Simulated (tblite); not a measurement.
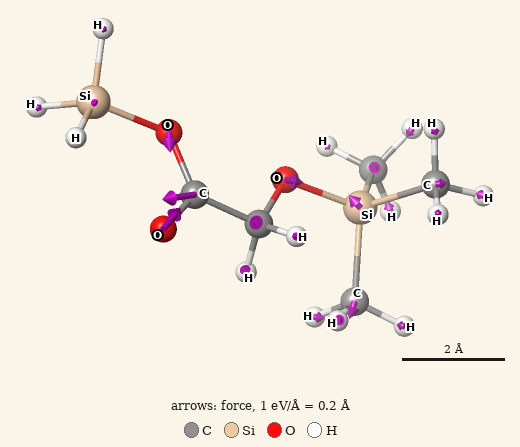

Starting geometry of C₅H₁₄O₃Si₂ with the computed forces as purple arrows. Style: ball-and-stick. Shown at a tilt.

The calculation used GFN2-xTB geometry optimisation, gas phase in tblite. 

### What follows when this structure is relaxed?

It isn't relaxed: the largest force vector, on a C atom, is 4.30 eV/Å. The final displacements have little in common with the starting forces (cosine between the two patterns 0.13). The energy falls by 26.6 kcal/mol in 177 geometry steps. The largest moves after the best rigid fit, 1.78 Å, are those of H atoms. Largest moves by element: H 1.78 Å, Si 0.72 Å, O 0.71 Å, C 0.64 Å. Near-neighbour distances that change, for instance: O–Si 1.744 → 1.661 Å, O–Si 1.720 → 1.641 Å, C–O 1.384 → 1.312 Å, C–O 1.265 → 1.203 Å. Among the angles between lasting bonds that change: Si–O–C 113.4° → 129.1°, H–Si–H 104.8° → 114.2°, C–C–O 122.7° → 113.6°. Groups turn about O–Si by about 45°, C–Si by about 40°, O–Si by about 35°.
